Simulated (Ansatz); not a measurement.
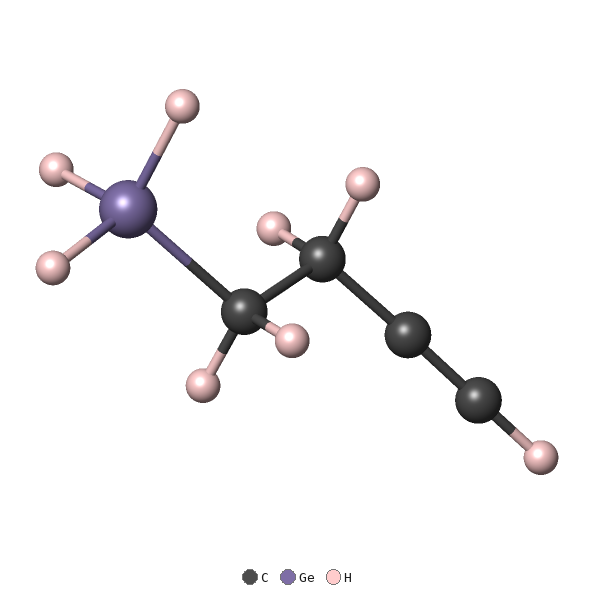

The picture comes from a calculation with Ansatz.

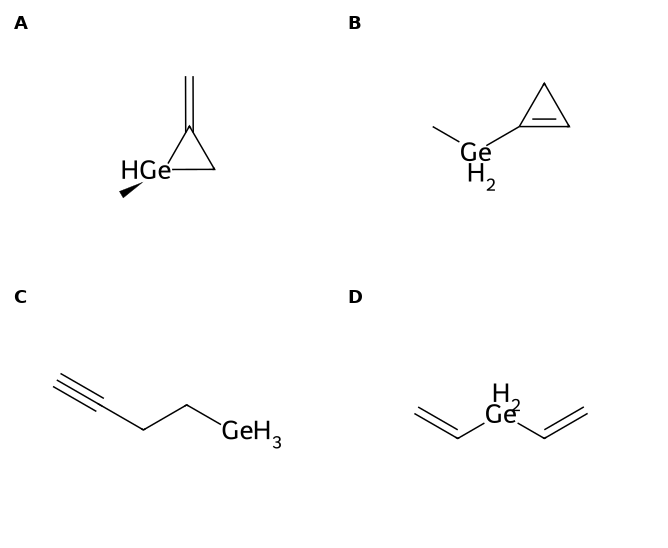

### The first picture shows one of the molecules drawn in the second. Which?

C, `C#CC[CH2][GeH3]`.
